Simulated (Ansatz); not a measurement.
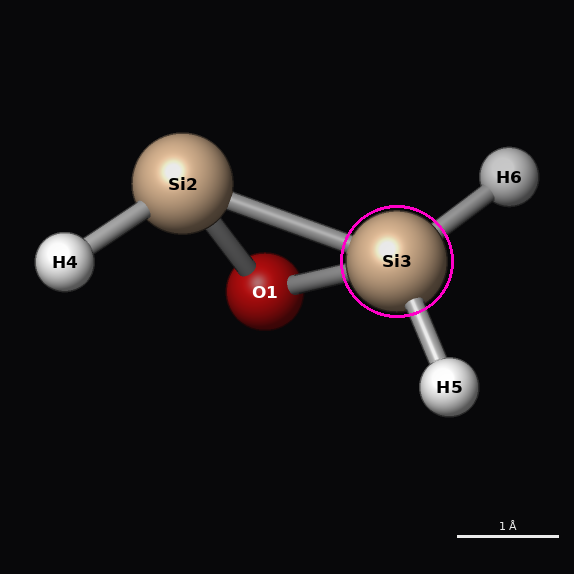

Orthographic view. Distant atoms are faded towards the background colour. The species is neutral and a spin doublet. The geometry was computed by an optimisation with PBE-D4/def2-SVP. No frequency run is at hand to confirm it as a minimum.

Question: Which atoms are bonded to the circled atom?

Answer: The circled atom is Si3; it is bonded to O1, Si2, H5, H6.

Question: Which two atoms are farthest apart in space?

Answer: H4 and H6, 4.64 Å.

Question: Which atom is farthest from the viewer?

Answer: O1, 1.0 Å behind the mean position.
